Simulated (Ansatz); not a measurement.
# How far to go with the k-point mesh: MnF₂ (Cmm2, 6 atoms in the cell)

```xyz
6
Lattice="4.8457 0.0000 0.0000 0.0000 4.8457 0.0000 0.0000 0.0000 3.2934" Properties=species:S:1:pos:R:3 pbc="T T T"
Mn     0.0000     0.0000     0.0500
Mn     2.4228     2.4228     1.6467
F      1.4779     1.4779     0.0000
F      3.9007     0.9449     1.6467
F      0.9449     3.9007     1.6467
F      3.3677     3.3677     0.0000
```
Moments meant for the start (each program seeds them in its own way; μB, in the order of the atoms Mn Mn F F F F): 5.0 -5.0 0.0 0.0 0.0 0.0.

Level of theory: LDA (PW92), default PAW files made with PBE (plane waves; Ansatz, an electronic-structure program).

Base settings: basis.ecutwfc = 30.9 Ry; kpoints.mp_grid.grid = 4 4 7; hamiltonian.xc = lda; hamiltonian.pseudopotentials = {kind: paw} (the program's default PAW files); magnetization.spin_polarized = true; scf.occupations.method = fermi_dirac; scf.occupations.width = 0.0015 Ry.

The second cell is the first with its lattice scaled by 0.98.

Only quantities that move along the ladder and can be compared are tabulated.

The starting cell has typed, rounded lattice constants, without a prior relaxation at this level. Its lattice was rescaled by up to half a per cent. One atom was moved a little off its site on purpose. The magnetic order is the one reached from the typed start; others were not searched systematically. In the base run, with a pressure of about -5 GPa the cell is away from its equilibrium volume at this level. Ansatz's pressure includes its estimate of the finite-basis (Pulay) stress.

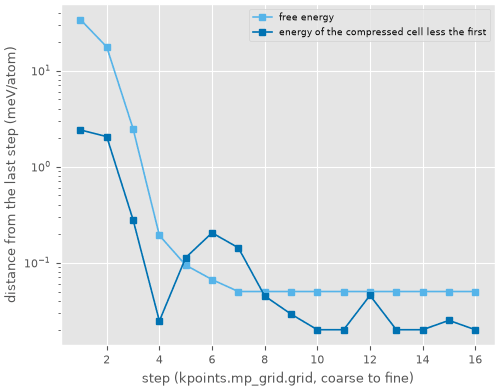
Figure: Distance from the last step along the ladder; very small values are drawn at a floor.

```csv
kpoints.mp_grid.grid,free energy less the last step's (meV/atom),energy of the compressed cell less the first (meV/atom),pressure (GPa),largest difference of a force vector from the last step's (eV/Å),gap on the mesh (eV)
1 1 2,33.98,-14.78,-5.99,0.072,1.831
2 2 2,17.62,-10.32,-5.10,0.031,1.740
2 2 3,2.49,-12.09,-5.43,0.004,1.750
3 3 4,0.19,-12.40,-5.47,0.001,1.770
3 3 5,0.09,-12.26,-5.47,0.000,1.771
4 4 5,-0.07,-12.17,-5.48,0.000,1.752
4 4 6,-0.04,-12.23,-5.48,0.000,1.752
4 4 7,-0.05,-12.33,-5.48,0.000,1.752
5 5 6,0.00,-12.34,-5.48,0.000,1.759
5 5 7,0.01,-12.38,-5.48,0.000,1.759
5 5 8,0.00,-12.36,-5.48,0.000,1.759
6 6 9,-0.02,-12.33,-5.48,0.000,1.752
7 7 11,-0.01,-12.35,-5.48,0.000,1.756
9 9 13,0.00,-12.37,-5.48,0.000,1.754
11 11 16,0.01,-12.40,-5.48,0.000,1.753
12 12 18,0.00,-12.37,-5.48,0.000,1.752
15 15 22,0.00,-12.37,-5.48,0.000,1.753
```

Coarsest kpoints.mp_grid.grid that holds the free energy within 1 meV/atom of the last step, with all finer ones: 3 3 4; the step before is off by 2.5 meV/atom.

Coarsest kpoints.mp_grid.grid that holds the energy of the compressed cell less the first within 0.5 meV/atom of the last step, with all finer ones: 2 2 3; the step before is off by 2.1 meV/atom.

The energy difference between the two cells stays within 1 meV/atom of the last step's from 2 2 3 on, the total only from 3 3 4 on: much of the error is common to both cells and cancels.

The gap on the mesh jumps up and down from mesh to mesh; it is no smooth measure of convergence.

Keys are those of Ansatz 0.2.
